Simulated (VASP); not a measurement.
Band structure of Cu₃Au (L1_2). Method: AM05 GGA, VASP's PBE PAW potentials (set 64) (plane waves; VASP).

Unless said otherwise, spin-orbit coupling is left out, though it shifts the bands of the heavy elements here.

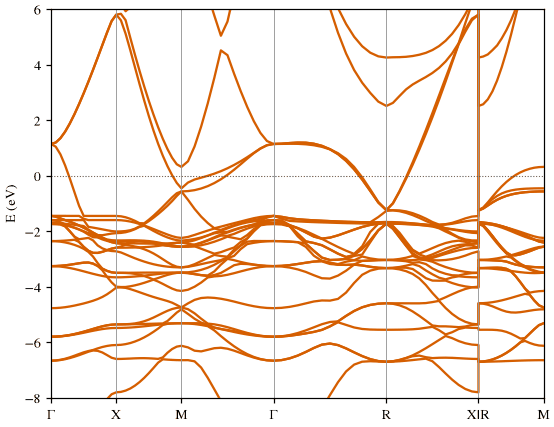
Figure. Bands along high-symmetry lines, zero at the valence-band maximum or, without a gap, the Fermi level

Read the plot: is there a gap, and where are the band edges?

It has no gap at this level: it comes out as a metal or semimetal. (Edges off the drawn lines would not show.)

The compound is Cu3Au in the L1_2 structure. It was relaxed first.
